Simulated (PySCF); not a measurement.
**Run report: SiH3Cl, irc calculation (part 1 of 2)**

- system: SiH3Cl
- method: HF/3-21G, RHF (PySCF 2.14.0)

The input sets isotopic masses. The geometry was optimised with HF/3-21G saddle. Figures and captions count atoms from 1; the log counts them from 0 in places.

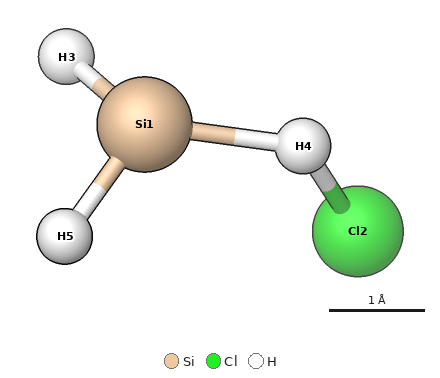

*The structure as given in the input (ball-and-stick view, seen at a tilt; atoms are numbered from 1 in the order of the input).*

### Input file (input.py)
```python
import numpy
from pyscf import gto
from pyscf.hessian import thermo

mol = gto.M(
    atom='''
Si    -0.412094     0.035267    -0.195576
Cl     2.360142    -0.843584     0.111846
H     -1.092466    -0.392663     1.064619
H      0.974908    -0.808819    -0.719386
H     -0.357832     1.524460    -0.079455
''',
    charge=0,
    max_memory=1860,
    basis='3-21g',
    verbose=3,
)

mf = mol.RHF()
mf = mf.density_fit(auxbasis='def2-universal-jkfit')
mf.kernel()
modes = thermo.harmonic_analysis(mol, mf.Hessian().kernel())
print('lowest modes (1/cm)', numpy.round(modes['freq_wavenumber'][:3], 1))
w = numpy.sqrt(mol.atom_mass_list(isotope_avg=True))[:, None]
mode = modes['norm_mode'][0] * w
mode /= numpy.linalg.norm(mode)
scanner = mf.nuc_grad_method().as_scanner()
x_ts, e_ts, ds = mol.atom_coords() * w, mf.e_tot, 0.3  # mass-weighted, bohr amu^1/2
path = []
for sign in (1, -1):
    x, e_old = x_ts + sign * ds * mode, e_ts
    for k in range(1, 21):
        e, g = scanner(mol.set_geom_(x / w, unit='bohr', inplace=False))
        if e > e_old:
            break
        path.append((sign * k * ds, e, x / w, g))
        d1 = -g / w / numpy.linalg.norm(g / w)
        g2 = scanner(mol.set_geom_((x + 0.5 * ds * d1) / w, unit='bohr', inplace=False))[1] / w  # midpoint rule
        x, e_old = x - ds * g2 / numpy.linalg.norm(g2), e
path.sort(key=lambda p: p[0])
print('s (bohr amu^1/2)   E - E(TS) (kcal/mol)')
for s, e, x, g in path:
    print('%7.2f %10.3f' % (s, (e - e_ts) * 627.5095))
for s, e, x, g in (path[0], path[-1]):
    print('end at s = %.2f' % s)
    print(mol.set_geom_(x, unit='bohr', inplace=False).tostring())
```

Machine: 1 thread of Arm Neoverse V1, 24 GiB of memory available, shared host.

Run as:
```bash
OMP_NUM_THREADS=1 python input.py
```

### What the program printed
```
converged SCF energy = -746.334225433691
lowest modes (1/cm) [  0. +1170.9j 164.8   +0.j  354.7   +0.j ]

WARN: Mole.unit (angstrom) is changed to bohr

converged SCF energy = -746.33623967314
--------------- DFRHF_Scanner gradients ---------------
         x                y                z
0 Si     0.0151816335    -0.0031602130     0.0044533696
1 Cl    -0.0034393791     0.0021519985     0.0013975978
2 H    -0.0009369493    -0.0015853754    -0.0017909458
3 H    -0.0103148731     0.0030134535    -0.0015737530
4 H    -0.0004904320    -0.0004198636    -0.0024862686
----------------------------------------------

WARN: Mole.unit (angstrom) is changed to bohr

converged SCF energy = -746.338106095673
--------------- DFRHF_Scanner gradients ---------------
         x                y                z
0 Si     0.0204658044    -0.0045131415     0.0055782189
1 Cl    -0.0082275317     0.0027533441    -0.0006692913
2 H    -0.0014216111    -0.0019597182    -0.0022006328
3 H    -0.0100024498     0.0040944967     0.0004383472
4 H    -0.0008142118    -0.0003749812    -0.0031466420
----------------------------------------------

WARN: Mole.unit (angstrom) is changed to bohr

converged SCF energy = -746.340007072331
--------------- DFRHF_Scanner gradients ---------------
         x                y                z
0 Si     0.0223282593    -0.0055943192     0.0049662382
1 Cl    -0.0107384048     0.0028700631    -0.0020860236
2 H    -0.0017924404    -0.0016227235    -0.0018708456
3 H    -0.0086134961     0.0043799936     0.0018086771
4 H    -0.0011839180    -0.0000330141    -0.0028180460
----------------------------------------------

WARN: Mole.unit (angstrom) is changed to bohr

converged SCF energy = -746.341610177799
--------------- DFRHF_Scanner gradients ---------------
         x                y                z
0 Si     0.0232713617    -0.0061582298     0.0046196990
1 Cl    -0.0162932898     0.0024449720    -0.0063651920
2 H    -0.0018389458    -0.0013174426    -0.0019184124
3 H    -0.0037473344     0.0051833027     0.0062793600
4 H    -0.0013917917    -0.0001526022    -0.0026154546
----------------------------------------------

WARN: Mole.unit (angstrom) is changed to bohr

converged SCF energy = -746.342181383738
--------------- DFRHF_Scanner gradients ---------------
         x                y                z
0 Si     0.0194303750    -0.0062539996     0.0020181763
1 Cl     0.0014805677     0.0037349090     0.0072090857
2 H    -0.0022320364    -0.0005996475    -0.0001664459
3 H    -0.0171392965     0.0019008403    -0.0078200314
4 H    -0.0015396099     0.0012178977    -0.0012407848
----------------------------------------------

WARN: Mole.unit (angstrom) is changed to bohr

converged SCF energy = -746.343936047411
--------------- DFRHF_Scanner gradients ---------------
         x                y                z
0 Si     0.0212861859    -0.0054798098     0.0044787946
1 Cl    -0.0152041709     0.0017944261    -0.0067559334
2 H    -0.0014518281    -0.0007086506    -0.0023626444
3 H    -0.0031040280     0.0053000566     0.0068880547
4 H    -0.0015261589    -0.0009060223    -0.0022482714
----------------------------------------------

WARN: Mole.unit (angstrom) is changed to bohr

converged SCF energy = -746.341615434626
--------------- DFRHF_Scanner gradients ---------------
         x                y                z
0 Si     0.0171737883    -0.0092452766    -0.0044157224
1 Cl     0.0146006172     0.0062867300     0.0199095295
2 H    -0.0038212802    -0.0008344330     0.0046854877
3 H    -0.0267332080    -0.0021835951    -0.0208244760
4 H    -0.0012199173     0.0059765747     0.0006451812
----------------------------------------------

WARN: Mole.unit (angstrom) is changed to bohr

converged SCF energy = -746.336468028494
--------------- DFRHF_Scanner gradients ---------------
         x                y                z
0 Si    -0.0133448729     0.0007250197    -0.0073535909
1 Cl     0.0003980504    -0.0030229101    -0.0048098928
2 H     0.0009364321     0.0017775120     0.0020027837
3 H     0.0115538589    -0.0000050546     0.0074105105
4 H     0.0004565316     0.0005254330     0.0027501895
----------------------------------------------

WARN: Mole.unit (angstrom) is changed to bohr

converged SCF energy = -746.339087850426
--------------- DFRHF_Scanner gradients ---------------
         x                y                z
0 Si    -0.0198063093     0.0016602004    -0.0099365979
1 Cl     0.0019488826    -0.0046506059    -0.0065415887
2 H     0.0012727109     0.0025426717     0.0025680467
3 H     0.0160757899    -0.0001014159     0.0101526461
4 H     0.0005089258     0.0005491497     0.0037574938
----------------------------------------------

WARN: Mole.unit (angstrom) is changed to bohr

converged SCF energy = -746.342457446446
--------------- DFRHF_Scanner gradients ---------------
         x                y                z
0 Si    -0.0247156659     0.0014138973    -0.0134989523
1 Cl     0.0040285270    -0.0063234662    -0.0080094345
2 H     0.0013416495     0.0029861055     0.0034725089
3 H     0.0187319436     0.0008361609     0.0134293643
4 H     0.0006135458     0.0010873024     0.0046065136
----------------------------------------------

WARN: Mole.unit (angstrom) is changed to bohr

converged SCF energy = -746.346408075779
--------------- DFRHF_Scanner gradients ---------------
         x                y                z
0 Si    -0.0299211366     0.0022531057    -0.0154380324
1 Cl     0.0067371082    -0.0079486047    -0.0089934190
2 H     0.0017388961     0.0035563835     0.0034436855
3 H     0.0208115628     0.0014675665     0.0158227258
4 H     0.0006335695     0.0006715490     0.0051650401
----------------------------------------------

WARN: Mole.unit (angstrom) is changed to bohr

converged SCF energy = -746.350798858832
--------------- DFRHF_Scanner gradients ---------------
         x                y                z
0 Si    -0.0346266796     0.0030415659    -0.0171341743
1 Cl     0.0098578078    -0.0094773777    -0.0095513414
2 H     0.0014433475     0.0035432818     0.0041916455
3 H     0.0226954299     0.0014694487     0.0170356273
4 H     0.0006300944     0.0014230813     0.0054582429
----------------------------------------------

WARN: Mole.unit (angstrom) is changed to bohr

converged SCF energy = -746.355492151795
--------------- DFRHF_Scanner gradients ---------------
         x                y                z
0 Si    -0.0390585042     0.0043042871    -0.0178677214
1 Cl     0.0131570331    -0.0109066306    -0.0098278124
2 H     0.0017975875     0.0038682957     0.0037526599
3 H     0.0234881140     0.0019499397     0.0183497185
4 H     0.0006157696     0.0007841081     0.0055931555
----------------------------------------------

WARN: Mole.unit (angstrom) is changed to bohr

converged SCF energy = -746.360376942357
--------------- DFRHF_Scanner gradients ---------------
         x                y                z
0 Si    -0.0429744082     0.0056022142    -0.0182032142
1 Cl     0.0165574394    -0.0121909472    -0.0097964907
2 H     0.0013557535     0.0035872689     0.0042577180
3 H     0.0245039357     0.0014956090     0.0182407505
4 H     0.0005572797     0.0015058551     0.0055012364
----------------------------------------------

WARN: Mole.unit (angstrom) is changed to bohr

converged SCF energy = -746.365342983279
--------------- DFRHF_Scanner gradients ---------------
         x                y                z
0 Si    -0.0466645835     0.0074478694    -0.0174838146
1 Cl     0.0199319487    -0.0133396714    -0.0095545409
2 H     0.0015717605     0.0036865565     0.0035828759
3 H     0.0246857977     0.0013805671     0.0181646880
4 H     0.0004750766     0.0008246783     0.0052907916
----------------------------------------------

WARN: Mole.unit (angstrom) is changed to bohr

converged SCF energy = -746.370306561838
--------------- DFRHF_Scanner gradients ---------------
         x                y                z
0 Si    -0.0491650877     0.0085762481    -0.0171949526
1 Cl     0.0232033236    -0.0143397320    -0.0091297414
2 H     0.0010205855     0.0032351516     0.0038774368
3 H     0.0245897591     0.0010372212     0.0175277380
4 H     0.0003514195     0.0014911110     0.0049195192
----------------------------------------------

WARN: Mole.unit (angstrom) is changed to bohr

converged SCF energy = -746.375177812179
--------------- DFRHF_Scanner gradients ---------------
         x                y                z
0 Si    -0.0520548501     0.0110202292    -0.0149588846
1 Cl     0.0263277933    -0.0152047534    -0.0085729496
2 H     0.0010890529     0.0031928628     0.0030380457
3 H     0.0244653641     0.0001902714     0.0160285691
4 H     0.0001726399     0.0008013900     0.0044652194
----------------------------------------------

WARN: Mole.unit (angstrom) is changed to bohr

converged SCF energy = -746.379914398429
--------------- DFRHF_Scanner gradients ---------------
         x                y                z
0 Si    -0.0528426278     0.0113347300    -0.0149340694
1 Cl     0.0292517175    -0.0159285404    -0.0079083030
2 H     0.0003994621     0.0026167380     0.0032332173
3 H     0.0232204938     0.0004763723     0.0157086898
4 H    -0.0000290455     0.0015007001     0.0039004654
----------------------------------------------

WARN: Mole.unit (angstrom) is changed to bohr

converged SCF energy = -746.384437679367
```
